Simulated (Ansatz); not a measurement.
# CH4OSi (SMILES CO[SiH]), step by step

We compute a series of 24 runs (HF/STO-3G, UHF/STO-3G, HF/3-21G, UHF/3-21G, HF/6-31G*, UHF/6-31G*, B3LYP/6-31G*, UB3LYP/6-31G*, and more) of CH4OSi. 

The results are computed with Ansatz 0.2.0.

**1. The system as given**

The species is CH4OSi (7 atoms), meant as a singlet with charge 0. SMILES: `CO[SiH]`. Geometry: relaxed at PBE0-D4/def2-TZVP. This is one conformer, not always the lowest. The run starts from this shape.

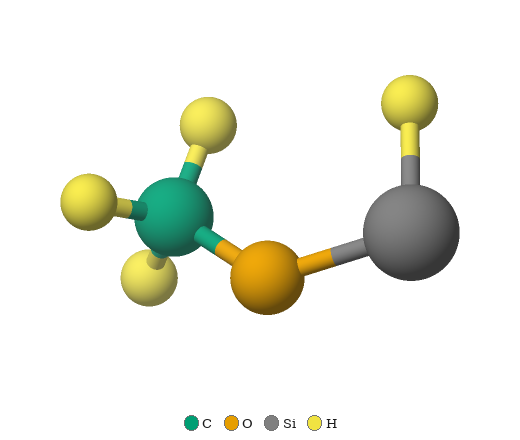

Viewed from a chosen angle; carbon teal, oxygen amber, silicon grey, hydrogen yellow.

**2. A structure relaxation at HF/STO-3G (start density atoms) (run 1)**

Input file job.yaml:

```yaml
crystal:
  periodic: [false, false, false]
  atoms:
    - symbol: C
      position_ang: [-0.512400, 0.485500, -0.338500]
    - symbol: O
      position_ang: [-0.443200, -0.446500, 0.717600]
    - symbol: Si
      position_ang: [0.796900, -1.387300, 1.229900]
    - symbol: H
      position_ang: [-1.296400, 0.180800, -1.035500]
    - symbol: H
      position_ang: [0.443800, 0.547500, -0.868700]
    - symbol: H
      position_ang: [-0.769300, 1.467500, 0.065400]
    - symbol: H
      position_ang: [1.841700, -0.915600, 0.184100]
basis:
  gaussian: {orbitals: STO-3G}
magnetization: {spin_polarized: false, initial_magnetization: 0}
hamiltonian: {xc: hf}
relax: {f_tol: 0.002}
output: {orbitals: {seedname: orbitals}}
```

Launch:

```sh
$ ansatz run job.yaml --threads 1 --pin off --max-ram 3480MiB --events-out events.jsonl --progress --plain --runs-dir runs
```

Log:

```text
Warning: RAYON_NUM_THREADS=1 ignored (pool sized by the plan → 1); use --threads N
The last accepted step is kept in runs//last_step.txt (removed where the run ends without a failure and the disk answers)
[... 62 lines left out ...]
Total energy: -10861.07505880 eV, -399.1371465098 hartree
[... 7 lines left out ...]
Dipole moment:     0.123685     0.050959    -0.118315 e Å
```

Run time: 3.3 s. Hardware: 1 thread of Intel Xeon 6975P-C (Granite Rapids), shared host; peak memory 0.11 GiB.

The path in brief:

| step | energy from the first frame kept (eV) | largest force (eV/Å) |
| --- | --- | --- |
| 1 | 0.0000 | 1.8497 |
| 2 | -0.1030 | 0.4435 |
| 3 | -0.1102 | 0.2152 |
| 4 | -0.1112 | 0.2736 |
| 5 | -0.1122 | 0.0428 |
| 6 | -0.1122 | 0.0167 |
| 7 | -0.1122 | 0.0042 |
| 8 | -0.1122 | 0.0002 |

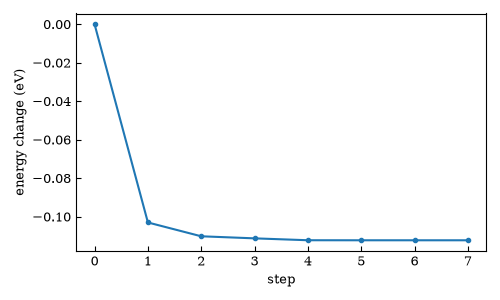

Energy along the run.

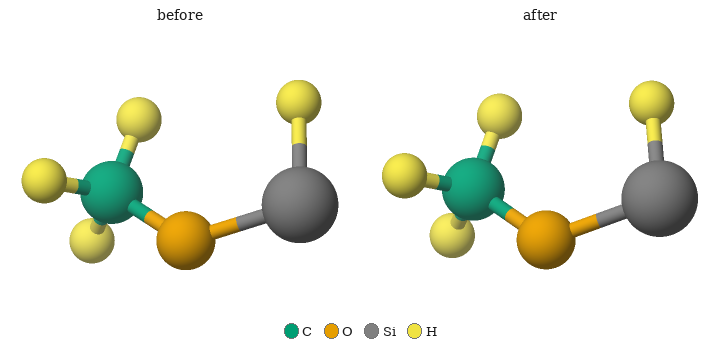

Before and after, at one scale.

After the run. Bond lengths: C1–O2 1.419 Å, O2–Si3 1.644 Å, C1–H4 1.096 Å, C1–H5 1.095 Å, C1–H6 1.096 Å, Si3–H7 1.469 Å. Angles: C1–O2–Si3 126.1°, O2–C1–H4 110.3°, O2–C1–H5 113.2°, O2–C1–H6 110.4°, O2–Si3–H7 96.2°, H4–C1–H5 107.7°, H4–C1–H6 107.3°, H5–C1–H6 107.7°.

**3. The harmonic vibrations at HF/STO-3G (start density atoms) (run 2)**

Input file in.yaml:

```yaml
crystal:
  periodic: [false, false, false]
  atoms:
    - symbol: C
      position_ang: [-0.495644, 0.463758, -0.320641]
    - symbol: O
      position_ang: [-0.461883, -0.466109, 0.750589]
    - symbol: Si
      position_ang: [0.829117, -1.377156, 1.202864]
    - symbol: H
      position_ang: [-1.268673, 0.182994, -1.044703]
    - symbol: H
      position_ang: [0.455209, 0.536560, -0.859688]
    - symbol: H
      position_ang: [-0.745757, 1.463914, 0.050598]
    - symbol: H
      position_ang: [1.748732, -0.872061, 0.175281]
basis:
  gaussian:
    orbitals: STO-3G
hamiltonian:
  xc: hf
phonons:
  temperatures: {t_min: 298.15, t_max: 298.15, t_step: 1}
```

Launch:

```sh
$ ansatz run in.yaml --threads 1 --pin off --max-ram 3480MiB --events-out events.jsonl --progress --plain --runs-dir runs
```

Log:

```text
Warning: RAYON_NUM_THREADS=1 ignored (pool sized by the plan → 1); use --threads N
[... 232 lines left out ...]
Total energy: -10861.07507748 eV, -399.1371471962 hartree
[... 7 lines left out ...]
Dipole moment:     0.123684     0.050959    -0.118315 e Å
Vibrations: 83.06 400.14 421.09 849.46 1211.65 1331.76 1344.94 1410.17 1773.34 1826.49 1829.64 2664.55 3499.45 3670.01 3672.06 cm⁻¹, zero-point energy 1.611038 eV
```

It took 7.8 s on 1 thread of Intel Xeon 6975P-C (Granite Rapids), shared host.

Runs 3 to 7 aren't shown in full; the table further down has their settings and results.

**4. The doublet cation: a geometry optimisation at UHF/3-21G (start density atoms) (run 8)**

Input file job.yaml:

```yaml
crystal:
  periodic: [false, false, false]
  atoms:
    - symbol: C
      position_ang: [-0.532490, 0.512745, -0.360307]
    - symbol: O
      position_ang: [-0.401421, -0.442401, 0.694731]
    - symbol: Si
      position_ang: [0.812118, -1.422363, 1.264241]
    - symbol: H
      position_ang: [-1.319681, 0.195389, -1.030487]
    - symbol: H
      position_ang: [0.393794, 0.612045, -0.918037]
    - symbol: H
      position_ang: [-0.799434, 1.472365, 0.060882]
    - symbol: H
      position_ang: [1.908213, -0.995881, 0.243278]
basis:
  gaussian:
    orbitals: 3-21G.json
total_charge: 1
magnetization:
  spin_polarized: true
  initial_magnetization: 1
hamiltonian:
  xc: hf
relax: {}
```

The basis set 3-21G is read from a file made from the Basis Set Exchange's data (not shown).

Launch:

```sh
$ ansatz run job.yaml --threads 1 --pin off --max-ram 3480MiB --events-out events.jsonl --progress --plain --runs-dir runs
```

Log, shortened:

```text
Warning: RAYON_NUM_THREADS=1 ignored (pool sized by the plan → 1); use --threads N
[... 1 set-up line as earlier in the session ...]
[... 83 lines left out ...]
Total energy: -10926.36443738 eV, -401.5364869178 hartree
[... 7 lines left out ...]
Dipole moment:     0.165903    -0.374379     0.359171 e Å
```

It took 4.5 s on 1 thread of Intel Xeon 6975P-C (Granite Rapids), shared host; peak memory 0.12 GiB.

Step by step:

| step | energy from the first frame kept (eV) | largest force (eV/Å) |
| --- | --- | --- |
| 1 | 0.0000 | 3.6940 |
| 2 | -0.3138 | 1.9491 |
| 3 | -0.4397 | 0.5633 |
| 4 | -0.5314 | 0.2659 |
| 5 | -0.5865 | 0.4355 |
| 6 | -0.6229 | 0.1624 |
| 7 | -0.6300 | 0.3236 |
| 8 | -0.6360 | 0.0693 |
| 9 | -0.6368 | 0.0231 |
| 10 | -0.6349 | 0.1434 |
| 11 | -0.6368 | 0.0013 |

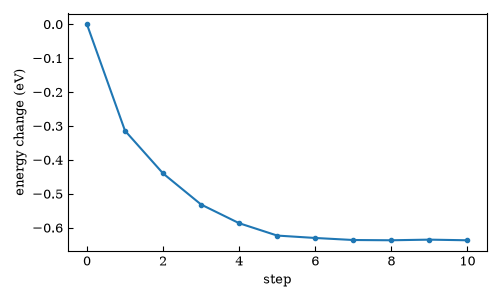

Energy along the run.

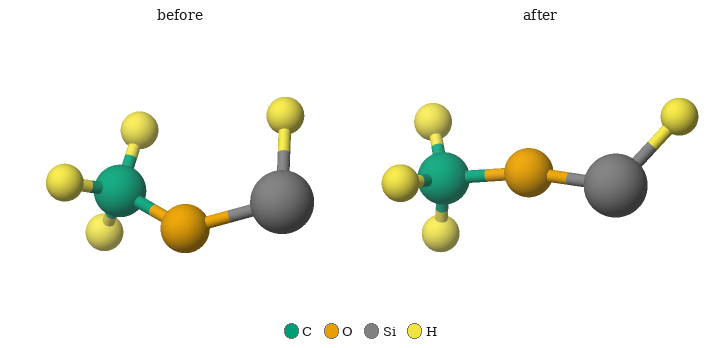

Before and after, at one scale.

After the run. Bond lengths: C1–O2 1.464 Å, O2–Si3 1.571 Å, C1–H4 1.077 Å, C1–H5 1.076 Å, C1–H6 1.077 Å, Si3–H7 1.501 Å. Angles: C1–O2–Si3 167.7°, O2–C1–H4 107.8°, O2–C1–H5 106.7°, O2–C1–H6 107.8°, O2–Si3–H7 116.9°, H4–C1–H5 111.5°, H4–C1–H6 111.3°, H5–C1–H6 111.5°.

Runs 9 to 23 aren't shown in full; the table further down has their settings and results.

**5. Vibrational wavenumbers at CCSD(T)/cc-pVDZ (start density atoms) (run 24)**

Input file in.yaml:

```yaml
crystal:
  periodic: [false, false, false]
  atoms:
    - {symbol: C, position_ang: [-0.516859, 0.488408, -0.339241]}
    - {symbol: O, position_ang: [-0.477495, -0.448916, 0.738536]}
    - {symbol: Si, position_ang: [0.826572, -1.405818, 1.237579]}
    - {symbol: H, position_ang: [-1.304330, 0.183465, -1.053769]}
    - {symbol: H, position_ang: [0.457038, 0.541801, -0.866000]}
    - {symbol: H, position_ang: [-0.772932, 1.487424, 0.060822]}
    - {symbol: H, position_ang: [1.849106, -0.914464, 0.176372]}
basis:
  gaussian:
    orbitals: cc-pVDZ
correlation:
  method: ccsd_t
accuracy: high
scf:
  omitted_lower_state_checks: [cluster_reference]
phonons:
  temperatures: {t_min: 298.15, t_max: 298.15, t_step: 1}
```

Launch:

```sh
$ ansatz run in.yaml --threads 1 --pin off --max-ram 3480MiB --events-out events.jsonl --progress --plain --runs-dir runs
```

Log:

```text
Warning: RAYON_NUM_THREADS=1 ignored (pool sized by the plan → 1); use --threads N
[... 136 lines left out ...]
7 core orbitals not correlated: weight in the atoms' cores, before any rotation towards them, 1.000 or more for the frozen orbitals, at most 0.000 for the correlated occupied ones
[... 308 lines left out ...]
7 core orbitals not correlated: weight in the atoms' cores, before any rotation towards them, 1.000 or more for the frozen orbitals, at most 0.000 for the correlated occupied ones
[... 308 lines left out ...]
7 core orbitals not correlated: weight in the atoms' cores, before any rotation towards them, 1.000 or more for the frozen orbitals, at most 0.000 for the correlated occupied ones
[... 307 lines left out ...]
7 core orbitals not correlated: weight in the atoms' cores, before any rotation towards them, 1.000 or more for the frozen orbitals, at most 0.000 for the correlated occupied ones
[... 281 lines left out ...]
Dipole moment:     0.016213     0.201609    -0.243557 e Å
[... 1 line left out ...]
Checks for a lower state left out: cluster_reference
```

Wall time 7.9 min (1 thread of Intel Xeon 6975P-C (Granite Rapids), shared host); peak memory 0.43 GiB.

**6. All runs side by side**

```
run                                                     level         task  walk f tol  partner  energy (Eh)  dipole moment (D)  wall time
  1                           HF/STO-3G (start density atoms)     optimise       0.002     base  -399.137147               0.86      3.3 s
  2                           HF/STO-3G (start density atoms)  frequencies           –     base  -399.137147               0.86      7.8 s
  3                          UHF/STO-3G (start density atoms)       energy           –   cation  -398.929022                  –     0.26 s
  4                          UHF/STO-3G (start density atoms)     optimise           –   cation  -398.945991                  –      2.6 s
  5                            HF/3-21G (start density atoms)     optimise       0.002     base  -401.810846               2.01      2.3 s
  6                            HF/3-21G (start density atoms)  frequencies           –     base  -401.810844               2.01        9 s
  7                           UHF/3-21G (start density atoms)       energy           –   cation  -401.513088                  –     0.28 s
  8                           UHF/3-21G (start density atoms)     optimise           –   cation  -401.536487                  –      4.5 s
  9      HF/6-31G* (Cartesian functions, start density atoms)     optimise       0.002     base  -403.946884               1.96      4.8 s
 10      HF/6-31G* (Cartesian functions, start density atoms)  frequencies           –     base  -403.946884               1.96       18 s
 11     UHF/6-31G* (Cartesian functions, start density atoms)       energy           –   cation  -403.654112                  –     0.72 s
 12     UHF/6-31G* (Cartesian functions, start density atoms)     optimise           –   cation  -403.676028                  –       11 s
 13   B3LYP/6-31G* (Cartesian functions, start density atoms)     optimise       0.002     base  -405.203385               1.85      7.2 s
 14   B3LYP/6-31G* (Cartesian functions, start density atoms)  frequencies           –     base  -405.203385               1.85       31 s
 15  UB3LYP/6-31G* (Cartesian functions, start density atoms)       energy           –   cation  -404.875833                  –      1.6 s
 16  UB3LYP/6-31G* (Cartesian functions, start density atoms)     optimise           –   cation  -404.897829                  –       38 s
 17                        PBE/def2-SVP (start density atoms)     optimise       0.002     base  -404.730879               1.68      7.8 s
 18                        PBE/def2-SVP (start density atoms)  frequencies           –     base  -404.730879               1.68       22 s
 19     MP2/6-31G* (Cartesian functions, start density atoms)     optimise       0.002     base  -404.327273               2.02      7.2 s
 20     MP2/6-31G* (Cartesian functions, start density atoms)  frequencies           –     base  -404.327273               2.02       32 s
 21    UMP2/6-31G* (Cartesian functions, start density atoms)       energy           –   cation  -404.016155                  –     0.56 s
 22    UMP2/6-31G* (Cartesian functions, start density atoms)     optimise           –   cation  -404.037120                  –       19 s
 23                     CCSD(T)/cc-pVDZ (start density atoms)     optimise       0.002     base  -404.433016               1.52       84 s
 24                     CCSD(T)/cc-pVDZ (start density atoms)  frequencies           –     base  -404.433016               1.52    7.9 min
```

**7. Summary of results**

```
                                                                             quantity          value
                                                run 24, CCSD(T)/cc-pVDZ: total energy  -404.43302 Eh
                          run 24, CCSD(T)/cc-pVDZ: dipole moment (correlated density)         1.52 D
                 run 24, CCSD(T)/cc-pVDZ: correlation energy (7 core orbitals frozen)     -466.7 mEh
                                              run 24, CCSD(T)/cc-pVDZ: (T) correction     -12.73 mEh
                                               run 24, CCSD(T)/cc-pVDZ: T1 diagnostic          0.018
                                    run 24, CCSD(T)/cc-pVDZ: largest force on an atom     0.001 eV/Å
                                  run 24, CCSD(T)/cc-pVDZ: lowest harmonic wavenumber       130 cm⁻¹
                                 run 24, CCSD(T)/cc-pVDZ: highest harmonic wavenumber      3124 cm⁻¹
                                           run 24, CCSD(T)/cc-pVDZ: zero-point energy   129.0 kJ/mol
                         vertical ionisation energy (to the doublet cation), HF/3-21G       8.102 eV
                        vertical ionisation energy (to the doublet cation), HF/6-31G*       7.967 eV
                     vertical ionisation energy (to the doublet cation), B3LYP/6-31G*       8.913 eV
   adiabatic ionisation energy (to the doublet cation, no zero-point term), HF/STO-3G       5.202 eV
    adiabatic ionisation energy (to the doublet cation, no zero-point term), HF/3-21G       7.466 eV
   adiabatic ionisation energy (to the doublet cation, no zero-point term), HF/6-31G*       7.370 eV
adiabatic ionisation energy (to the doublet cation, no zero-point term), B3LYP/6-31G*       8.315 eV
  adiabatic ionisation energy (to the doublet cation, no zero-point term), MP2/6-31G*       7.895 eV
```

At HF/3-21G: the vertical ionisation energy comes to 8.10 eV (187 kcal/mol). At HF/6-31G*: removing an electron at fixed nuclei costs 7.97 eV (184 kcal/mol). At B3LYP/6-31G*: removing an electron at fixed nuclei costs 8.91 eV (860 kJ/mol). At HF/STO-3G: the adiabatic ionisation energy (to the doublet cation, no zero-point term) is 5.20 eV (502 kJ/mol). In a minimal basis such a difference can be off by several eV, whatever the method. At HF/3-21G: the adiabatic ionisation energy (to the doublet cation, no zero-point term) is 7.47 eV (172 kcal/mol). Totals of different functionals can't be ranked against each other. In runs 19, 23, 24 the log says that unrestricted orbitals would lower the reference, so the values rest on an unstable closed-shell determinant (other closed-shell runs at this shape may share the fault). In runs 1, 2, 3, 4 the basis is minimal, so the values are rough. Spin contamination of the reference: run 3 ⟨S²⟩ = 0.87. All runs together took 13 min, the longest 7.9 min.
